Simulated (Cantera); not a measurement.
Feed: 1 mol Si3N4, 0.78 mol CO2, a varied amount of H2, at 1800 K and 3.45 Torr.

Cantera equilibrium calculation (NASA polynomials, part measured and part estimated; ideal gas, pure solids and liquids). Candidate condensed phases: C, C6H6, C7H8, C8H18, H2O, Si, SiC, SiO2, Si2N2O, Si3N4; 151 gas species. Mutual solubility and eutectic melting of coexisting phases are not modelled. The tables' values for SiN are old estimates; treat these amounts as uncertain. Gases not in the tables: Si2H6 and higher silanes. Kinetics and transport are ignored.

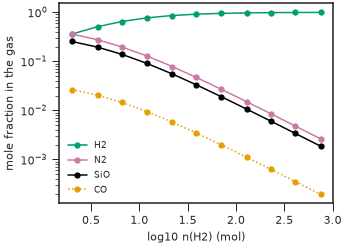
Equilibrium gas composition (values under 1e-9 drawn at 1e-9)

From 2 mol H2 to 750 mol H2 the condensed part is Si(l) + SiC(s). The main Si-bearing gas is SiO throughout. The share of Si in condensed phases is highest at 2 mol H2 (52.8 %) and lowest at 750 mol H2 (32.7 %).
